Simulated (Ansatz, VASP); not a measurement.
**LiLaTeS: VASP beside Ansatz**

Wanted: the spread between two codes on one cell, functional and k mesh. The cell is invented: As first built, before any earlier steps moved the atoms: it takes the LiPrS2 structure with some of its atoms replaced by other elements, volume scaled by an estimate. It may not be a known or stable phase. The cell is a member of a volume series, scaled by 1.02 from a relaxed one, so a pressure remains.

Method: plane waves, with VASP 6.6.1 beside it; single point at LDA, in Ansatz 0.2.0.

### 1. The structure

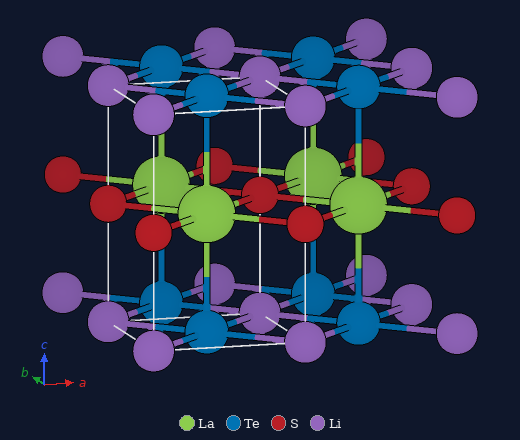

The cell as given, slightly off an axis (lanthanum green, tellurium blue, sulfur red, lithium purple). 2×2×1 cells are drawn. Some periodic images of atoms are drawn too.

### 2. VASP: single point, LDA

With cell and atoms fixed, the geometry can't cause a difference; cores, projectors, grids and the points listed under the comparison can.

Lines of VASP's logs that name or quote its potential files are left out, and so is its time.

File INCAR:

```
SYSTEM = LiLaTeS
PREC = Accurate
ENCUT = 650
EDIFF = 1E-06
NELM = 100
ISMEAR = -1
SIGMA = 0.05
LREAL = .FALSE.
ALGO = Normal
GGA = CA
NBANDS = 19
LORBIT = 11
LWAVE = .FALSE.
LCHARG = .FALSE.
KPAR = 2
ISIF = 2
```

File POSCAR:

```
LiLaTeS
1.0
    4.1001316301      0.0000000000      0.0000000000
    0.0000000000      4.1001316301      0.0000000000
    0.0000000000      0.0000000000      6.2323636869
La Te S Li
1 1 1 1
Direct
    0.5000000000      0.5000000000      0.5000000000
    0.5000000000      0.5000000000      0.0000000000
    0.0000000000      0.0000000000      0.5000000000
    0.0000000000      0.0000000000      0.0000000000
```

File KPOINTS:

```
Automatic mesh
0
Gamma
6 6 4
0 0 0
```

Potentials, in the order of the species: La, Te, S and Li_sv (LDA family, release 64).

Command:

```sh
$ mpirun -np 2 vasp_std
```

Numbers of over 12 decimals in the logs are rounded to 6 here.

What it wrote:

```text
[banner, memory and clock lines left out]
running    2 mpi-ranks, on    1 nodes
 distrk:  each k-point on    1 cores,    2 groups
 distr:  one band on    1 cores,    1 groups

 POSCAR found type information on POSCAR LaTeS Li
 POSCAR found :  4 types and       4 ions
 LDA part: xc-table for (Slater(with rela. corr.)+CA(PZ))
 , standard interpolation
 POSCAR, INCAR and KPOINTS ok, starting setup
 FFT: planning ... GRIDC
 FFT: planning ... GRID_SOFT
 FFT: planning ... GRID
 WAVECAR not read
 entering main loop
       N       E                     dE             d eps       ncg     rms          rms(c)
DAV:   1     0.229974636329E+03    0.22997E+03   -0.10916E+04  1140   0.184E+03
DAV:   2     0.252454643292E+02   -0.20473E+03   -0.19411E+03  1533   0.287E+02
DAV:   3    -0.192036628298E+02   -0.44449E+02   -0.41382E+02  1694   0.137E+02
DAV:   4    -0.225178924903E+02   -0.33142E+01   -0.32920E+01  1939   0.432E+01
DAV:   5    -0.226825827377E+02   -0.16469E+00   -0.16439E+00  1815   0.793E+00    0.553E+00
DAV:   6    -0.223485150232E+02    0.33407E+00   -0.12842E+00  1698   0.585E+00    0.388E+00
DAV:   7    -0.223096164487E+02    0.38899E-01   -0.21256E-01  2085   0.305E+00    0.175E+00
DAV:   8    -0.223072991163E+02    0.23173E-02   -0.30220E-02  2000   0.158E+00    0.260E-01
DAV:   9    -0.223065433456E+02    0.75577E-03   -0.54701E-03  1954   0.755E-01    0.116E-01
DAV:  10    -0.223065309240E+02    0.12422E-04   -0.57393E-04  1904   0.120E-01    0.477E-02
DAV:  11    -0.223065495114E+02   -0.18587E-04   -0.60992E-05  2016   0.574E-02    0.280E-02
DAV:  12    -0.223065490443E+02    0.46713E-06   -0.26538E-05  1904   0.285E-02    0.440E-03
DAV:  13    -0.223065492289E+02   -0.18458E-06   -0.12780E-06  1368   0.839E-03
   1 F= -.22306549E+02 E0= -.22303488E+02  d E =-.612243E-02
```

OUTCAR, selected parts (step 2):

```text
ion  position               nearest neighbor table
   1  0.500  0.500  0.500-   3 2.90   3 2.90   3 2.90   3 2.90   2 3.12   2 3.12
   2  0.500  0.500  0.000-   4 2.90   4 2.90   4 2.90   4 2.90   1 3.12   1 3.12
   3  0.000  0.000  0.500-   1 2.90   1 2.90   1 2.90   1 2.90
   4  0.000  0.000  0.000-   2 2.90   2 2.90   2 2.90   2 2.90

  LATTYP: Found a simple tetragonal cell.
 ALAT       =     4.1001316301
 C/A-ratio  =     1.5200399034

 Subroutine GETGRP returns: Found 16 space group operations
 (whereof 16 operations were pure point group operations)

The static configuration has the point symmetry D_4h.

 Found     30 irreducible k-points:

   k-points           NKPTS =     30   k-points in BZ     NKDIM =     30   number of bands    NBANDS=     19

   dimension x,y,z NGX =    36 NGY =   36 NGZ =   54
   dimension x,y,z NGXF=    72 NGYF=   72 NGZF=  108

   ENCUT  =  650.0 eV  47.77 Ry    6.91 a.u.   8.52  8.52 12.96*2*pi/ulx,y,z

   NELECT =      26.0000    total number of electrons

 k-points in reciprocal lattice and weights: Automatic mesh
   0.00000000  0.00000000  0.00000000       0.007
   0.16666667  0.00000000  0.00000000       0.028
   0.33333333  0.00000000  0.00000000       0.028
   0.50000000  0.00000000  0.00000000       0.014
   0.16666667  0.16666667  0.00000000       0.028
   0.33333333  0.16666667  0.00000000       0.056
   0.50000000  0.16666667  0.00000000       0.028
   0.33333333  0.33333333  0.00000000       0.028
   0.50000000  0.33333333  0.00000000       0.028
[...]
0.50000000  0.33333333  0.50000000       0.028
   0.50000000  0.50000000  0.50000000       0.007

 average (electrostatic) potential at core
       1 -98.6376       2 -88.5753       3 -86.3542       4 -62.5580

 E-fermi :   5.3778

 k-point     1 :       0.0000    0.0000    0.0000
  band No.  band energies     occupation
    ...
     10       3.1367      2.00000
     11       4.5268      2.00000
     12       4.9105      1.99983
     13       4.9105      1.99983
     14       4.9115      1.99982
     15       7.2574      0.00000
     16       7.4561      0.00000
     17       7.6021      0.00000
     18       7.6022      0.00000
     19       7.8088      0.00000

 k-point     2 :       0.1667    0.0000    0.0000
  band No.  band energies     occupation
    ...
      9       2.4424      2.00000
     10       2.6814      2.00000
     11       4.0650      2.00000
     12       4.4617      2.00000
     13       5.0297      1.99811
     14       5.5474      0.06501
     15       7.1576      0.00000
     16       7.4049      0.00000
     17       7.5064      0.00000
     18       7.5573      0.00000
    ...

 k-point     3 :       0.3333    0.0000    0.0000
  band No.  band energies     occupation
    ...
      9       1.9820      2.00000
     10       2.1342      2.00000
     11       2.9013      2.00000
     12       4.3335      2.00000
     13       5.3242      1.48935
     14       6.6625      0.00000
     15       7.1324      0.00000
     16       7.3495      0.00000
     17       7.4433      0.00000
     18       7.5219      0.00000
    ...

  Total       -0.7340973     -0.7340973     -0.7006504      0.0000000      0.0000000     -0.0000000
  in kB      -11.2257617    -11.2257617    -10.7142945      0.0000000      0.0000000     -0.0000000
  external PRESSURE =     -11.0552727 kB  Pullay stress =       0.0000000 kB

  energy-cutoff  :      650.00
  volume of cell :      104.77
      direct lattice vectors                 reciprocal lattice vectors
     4.100131630  0.000000000  0.000000000     0.243894609  0.000000000  0.000000000
     0.000000000  4.100131630  0.000000000     0.000000000  0.243894609  0.000000000
     0.000000000  0.000000000  6.232363687     0.000000000  0.000000000  0.160452767

 POSITION                                       TOTAL-FORCE (eV/Angst)
 -----------------------------------------------------------------------------------
      2.05007      2.05007      3.11618         0.000000      0.000000      0.000000
      2.05007      2.05007      0.00000         0.000000      0.000000      0.000000
      0.00000      0.00000      3.11618         0.000000      0.000000      0.000000
      0.00000      0.00000      0.00000         0.000000      0.000000      0.000000
 -----------------------------------------------------------------------------------
    total drift:                                0.000000      0.000000      0.000000

  FREE ENERGIE OF THE ION-ELECTRON SYSTEM (eV)
  ---------------------------------------------------
  free  energy   TOTEN  =       -22.3065492289 eV

  energy  without entropy=      -22.3004268037  energy(sigma->0) =      -22.30348802

 total charge
# of ion       s       p       d       f       tot
--------------------------------------------------
    1        2.034   5.658   0.631   0.194   8.517
    2        1.357   2.144   0.009   0.000   3.510
    3        1.328   2.420   0.000   0.000   3.748
    4        2.008   0.048   0.000   0.000   2.056
--------------------------------------------------
tot          6.726  10.270   0.640   0.194  17.830

[... 3 further parts left out ...]
```

The run ends at a pressure of -1.11 GPa.

### 3. Ansatz: single point, LDA

Ansatz runs on its default PAW (the set named soft_2) files.

The same cell, functional (in two slightly different forms), mesh and smearing now go to Ansatz, which takes its cutoff from its data sets.

File input.yaml:

```yaml
crystal:
  lattice:
    - [4.1001316301, 0.0, 0.0]
    - [0.0, 4.1001316301, 0.0]
    - [0.0, 0.0, 6.2323636869]
  atoms:
    - { symbol: La, position: [0.5, 0.5, 0.5] }
    - { symbol: Te, position: [0.5, 0.5, 0.0] }
    - { symbol: S, position: [0.0, 0.0, 0.5] }
    - { symbol: Li, position: [0.0, 0.0, 0.0] }
hamiltonian:
  xc: lda
  pseudopotentials: { kind: paw }
kpoints:
  mp_grid: { grid: [6, 6, 4] }
scf:
  occupations: { method: fermi_dirac, width: 0.05 }
  n_extra_bands: 5
output:
  forces: true
  stress: true
  eigenvalues: true
  write_density: true
  write_potential: true
  elf: true
  volumetric_format: npy
```

Command:

```sh
$ ansatz run input.yaml --threads 2 --pin off --max-ram 4608MiB --backend cpu --events-out ev --progress --plain --runs-dir out
```

What it wrote:

```text
scf.n_extra_bands = 5 over 18 filled bands (N_el = 36.0): the run solves 23 bands
Engine: ansatz 0.2.0, x86_64-unknown-linux-gnu
Pseudopotentials: kind: paw
Pseudopotential: La, paw, valence charge 11, recommended cutoff 420 eV (normal), La.paw.azcp
Pseudopotential: Te, paw, valence charge 16, recommended cutoff 420 eV (normal), Te.paw.azcp
Pseudopotential: S, paw, valence charge 6, recommended cutoff 420 eV (normal), S.paw.azcp
Pseudopotential: Li, paw, valence charge 3, recommended cutoff 420 eV (normal), Li.paw.azcp
Functional definition: SPW92
  exchange = slater_x
  correlation = pw_c
Crystal: 4 atoms, lattice volume = 104.773 Å³
Basis set: ecut = 420 eV, 2053 PW (Γ)
Bands: 23, of which v1, the nominal top of the filled ones, is band 18 counted from 1 (17 counted from 0)
Symmetry: 16 space group operations
Space group: P4/mmm (ITA 123), of the structure as read, at distance tolerance 4.7e-5 Å
k-points: 30 of 144
Non-local potential: La, projectors of the file, l = 0: 3, l = 1: 2, l = 2: 2, l = 3: 3
Non-local potential: Te, projectors of the file, l = 0: 2, l = 1: 2, l = 2: 2, l = 3: 2
Non-local potential: S, projectors of the file, l = 0: 2, l = 1: 2, l = 2: 2
Non-local potential: Li, projectors of the file, l = 0: 3, l = 1: 2, l = 2: 1
PAW form: soft (Blöchl's): semilocal exchange-correlation on the pseudo side does not see the compensation charge
PAW frozen core: La, regenerated for the run's functional, and the local potential with it (the file was generated under x = pbe(κ = 0.804, μ = 0.219515), c = pbe(β = 0.066725))
PAW frozen core: Te, regenerated for the run's functional, and the local potential with it (the file was generated under x = pbe(κ = 0.804, μ = 0.219515), c = pbe(β = 0.066725))
PAW frozen core: S, regenerated for the run's functional, and the local potential with it (the file was generated under x = pbe(κ = 0.804, μ = 0.219515), c = pbe(β = 0.066725))
PAW one-centre angular grid: La, 590 points (default); XC on 64 Gauss nodes
PAW one-centre angular grid: Te, 590 points (default); XC on 64 Gauss nodes
PAW one-centre angular grid: S, 110 points (default); XC on 64 Gauss nodes
PAW one-centre angular grid: Li, 110 points (default); XC on 64 Gauss nodes
Initial density: superposition of atomic densities (neutral atoms: chi_scale 0, normalization atom), corrected by the library's trained network
Initial wavefunctions: pseudopotential atomic-orbital guess
Functional: x = slater, c = lda
SCF iter   1: F=—  HF=-13980.726946 eV  |F-HF|=—  |Δ(HF+E_count)|=         —  Δρ=5.24e-3  dr2=3.29e-2  ethr=1.77e-3  ⟨swp⟩=5.7  Hψ=2878  notcnv=0
preconditioner: auto → Resta (q_TF=auto, 2.283 Å⁻¹)  ε∞=4.2  [insulator: Δε(μ)=0.142 eV  Ē_g=9.557 eV  σ=0.050 eV  W_gap=0.57  n_scr=20 (ndim 8)  ℏωp=17.0 eV  f_vac=0.000  D(μ)=0.54/eV (n_scr^D=0)  ε∞_Penn≈4.2]
SCF iter   2: F=—  HF=-13980.716436 eV  |F-HF|=—  |Δ(HF+E_count)|=   1.05e-2  Δρ=2.46e-3  dr2=5.71e-3  ethr=9.14e-5  ⟨swp⟩=2.1  Hψ=1615  notcnv=0  defer=9
SCF iter   3: F=—  HF=-13980.714393 eV  |F-HF|=—  |Δ(HF+E_count)|=   2.04e-3  Δρ=5.93e-4  dr2=4.28e-4  ethr=1.59e-5  ⟨swp⟩=2.2  Hψ=1335  notcnv=0  defer=9
SCF iter   4: F=—  HF=-13980.714326 eV  |F-HF|=—  |Δ(HF+E_count)|=   6.71e-5  Δρ=1.92e-4  dr2=5.12e-5  ethr=1.19e-6  ⟨swp⟩=2.0  Hψ=910  notcnv=0  defer=9
SCF iter   5: F=—  HF=-13980.714322 eV  |F-HF|=—  |Δ(HF+E_count)|=   4.10e-6  Δρ=4.01e-5  dr2=2.91e-6  ethr=1.42e-7  ⟨swp⟩=2.1  Hψ=898  notcnv=0  defer=9
SCF iter   6: F=—  HF=-13980.714321 eV  |F-HF|=—  |Δ(HF+E_count)|=   4.99e-7  Δρ=1.17e-5  dr2=2.35e-7  ethr=8.08e-9  ⟨swp⟩=2.0  Hψ=1192  notcnv=0  defer=9
SCF iter   7: F=-13980.714321 eV  HF=-13980.714321 eV  |F-HF|=3.76e-9  |Δ(HF+E_count)|=   3.52e-8  Δρ=3.18e-6  dr2=1.35e-8  ethr=2.78e-10  ⟨swp⟩=11.6  Hψ=5425  notcnv=0
SCF 1 converged in 7 iterations: F = -13980.714321 eV  dr2 = 1.35e-8
  greatest PAW one-centre occupation: 1.000 electrons in one spin orbital (limit 2), on the Li atom at site 3 (counted from 0), in its partial waves of l = 0
SCF converged after 7 iterations
Free energy (F): -13980.714321 eV
Harris-Foulkes:  -13980.714321 eV  (|F-HF|=3.76e-9)
Internal energy: -13980.708265 eV  (E = F + TS)
E sigma→0 (E₀):  -13980.711293 eV
Entropy (-TS):   -0.006056 eV (-1.514 meV/atom)
Fermi energy:    7.612327 eV
--- Per-component energies (eV) ---
  E_band       = -408.894292
  E_kinetic    = 503.375177
  E_local      = -2050.119038  (includes V_loc(G=0)·N_el)
  E_nonlocal   = -207.205289
  E_hartree    = 1084.498390
  E_xc         = -369.860279
  E_vxc        = -354.879903  (∫ρ·V_xc dr)
  E_paw        = -10343.006022  (= ΣΔE_a)
  E_vpaw       = -469.063780  (= ΣTr[D̂ρ^β])
  E_aug_tail   = -0.000181  (compensation charges beyond the density's cutoff)
  E_ewald      = -2599.545598
  E_core_change = 1.154575  (= ΣΔE_core)
  E_smearing   = -0.006056  (= −TS)
  E_closure    = -0.000000  (closes the sum)
  Σ components = -13980.714321   (vs F -13980.714321, Δ=0.00e0)
--- Forces (eV/Å), atoms counted from 1 ---
  atom   1  La     0.00000000    -0.00000000     0.00000000
  atom   2  Te     0.00000000     0.00000000     0.00000000
  atom   3  S      0.00000000     0.00000000     0.00000000
  atom   4  Li    -0.00000000     0.00000000     0.00000000
  max |Σ_I F_I| component: 9.07e-30 eV/Å
--- Stress (GPa, compression-positive) ---
       -1.134350       0.000000       0.000000
        0.000000      -1.134350       0.000000
        0.000000       0.000000      -1.139356
  P = ⅓ Tr σ = -1.1360 GPa (-11.360 kbar)
--- Band table (eV; the first three rows and the last of 30) ---
  k-point 0: bands = [... 14 lower, 5.3723, 6.7613, 7.1466, 7.1466, 7.1487, 9.5058, 9.7044, 9.8496, ... 1 higher]
  k-point 1: bands = [... 14 lower, 5.3864, 5.7202, 6.9580, 6.9580, 7.1672, 9.4887, 9.7036, 9.7164, ... 1 higher]
  k-point 2: bands = [... 14 lower, 5.4021, 5.4021, 6.7951, 6.7951, 7.1862, 9.4708, 9.6857, 9.6857, ... 1 higher]
  k-point 29: bands = [... 14 lower, 5.0527, 5.2040, 5.2040, 5.2595, 9.5567, 9.5567, 9.5623, 9.5623, ... 1 higher]
```

Elapsed: 3 s, on 2 threads of Intel Xeon Platinum 8559C (Emerald Rapids), shared host; peak memory 0.48 GiB; 4.6 s of CPU time.

The run ends at a pressure of -1.14 GPa.

### 4. Comparison

Known differences besides the PAW data sets themselves: the two LDA forms differ slightly; the data sets hold 36 valence electrons in Ansatz (default PAW (the set named soft_2) files) and 26 in VASP; the cutoff is 420 eV in Ansatz and 650 eV in VASP; Ansatz makes its cores anew for this functional, VASP keeps those of its LDA data sets. Total energies have different zeros and are not compared.

Compared:

```
      quantity  Ansatz   VASP  difference
pressure (GPa)   -1.14  -1.11       -0.03
```

Ansatz's pressure holds a Pulay correction of 0.01 GPa; VASP's holds none.

### 5. What came out

* difference in pressure (single point, LDA, volume scaled by 1.02): -0.030 GPa

In words: The difference in pressure is -0.030 GPa (single point, LDA), within the 1 GPa picked in this series as the mark of a large difference. Differences of this kind measure data sets and numerical settings, not the functional's error against experiment.

[Lines on the potential files, build, host, timing and source positions are cut from VASP's logs without a mark.]

[Logs are printed without paths, hosts, clocks, repeated set-up lines and the standing remarks that a program may print on its own settings, such as how far it seeks lower states.]

[Hosts, paths, dates, database ids (printed as entryN), source tags and the programs' standing remarks are cut or masked in the printed files.]
